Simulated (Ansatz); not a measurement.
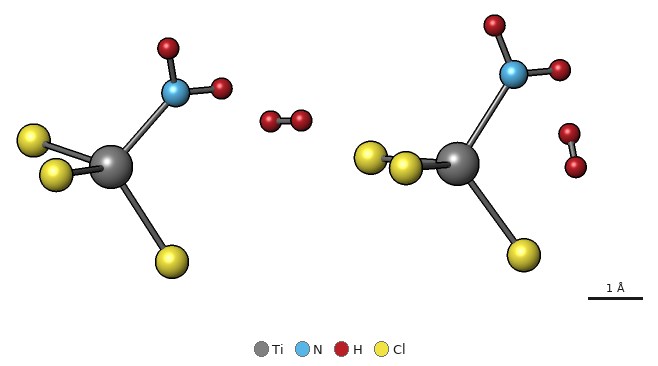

Two geometries of TiNH4Cl3, drawn at one scale. One is the start of a relaxation, the other its converged end. The picture is a ball-and-stick view, seen from a free direction.

Method: RKS PBE/def2-SVP (Ansatz 0.2.0). (no spin polarisation; force threshold 0.03 eV/Å; at most 50 steps)

**Which one is relaxed?**

The left one is the relaxed one. The run prepares an end point of a later path (reaction) calculation, from a guessed geometry. After 14 accepted moves (15 points after the start) the energy has fallen by 36.0 kJ/mol. Largest force component: 2.1 eV/Å at the start, 0.023 eV/Å at the end. The line search rejected the trial step at point 5 of the run. The atom that moves furthest after the best rigid fit is an H atom (1.43 Å). By element the largest moves are H 1.43 Å, Cl 0.52 Å, Ti 0.42 Å, N 0.39 Å. Some distances before and after: H–Ti 2.906 → 4.519 Å, H–Ti 2.657 → 3.766 Å, N–Ti 1.988 → 1.851 Å, H–H 0.722 → 0.771 Å. Among the angles between lasting bonds that change: Cl–Ti–Cl 105.9° → 109.8°, N–Ti–Cl 109.9° → 106.8°, Cl–Ti–Cl 106.9° → 109.8°. Cost: 31 s on 4 threads of Intel(R) Xeon(R) Platinum 8259CL CPU @ 2.50GHz (Skylake/Cascade Lake), with other jobs on the host, peak memory 0.22 GiB.

Limits of the set-up: the start holds two separate molecules, 2.3 Å apart at their closest, whose relative position is a soft coordinate and is computed without a dispersion correction.
